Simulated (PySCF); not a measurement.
B(F)2(SiMe3), SMILES C[Si](C)(C)B(F)F (C3H9BF2Si), singlet at its GFN2-xTB optimised geometry (Å):

```
16

B      1.0619    -1.3873     0.0000
F      0.5793    -2.6181     0.0225
F      2.3842    -1.3873     0.0000
Si    -0.0632     0.2633     0.0000
C      0.8067     1.7079    -0.9036
C     -0.4051     0.8300     1.7994
C     -1.7545    -0.0370    -0.8419
H      0.2175     2.6181    -0.8525
H      1.7767     1.9198    -0.4633
H      0.9697     1.4828    -1.9538
H      0.5175     1.0508     2.3288
H     -0.9314     0.0654     2.3639
H     -1.0153     1.7277     1.8162
H     -2.2919    -0.8515    -0.3651
H     -1.6392    -0.2951    -1.8908
H     -2.3842     0.8458    -0.7904
```

Method: B3LYP/def2-TZVP (PySCF).

Map of the Laplacian of the electron density (e/bohr⁵), clipped to [-1.50, 1.50] on the plane z = 0.6 Å:

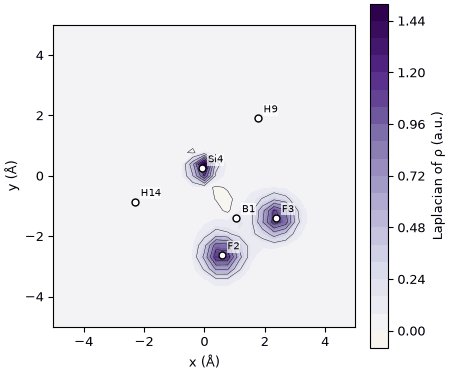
Figure: Laplacian of the electron density (e/bohr⁵), clipped to [-1.50, 1.50] on the plane z = 0.6 Å.
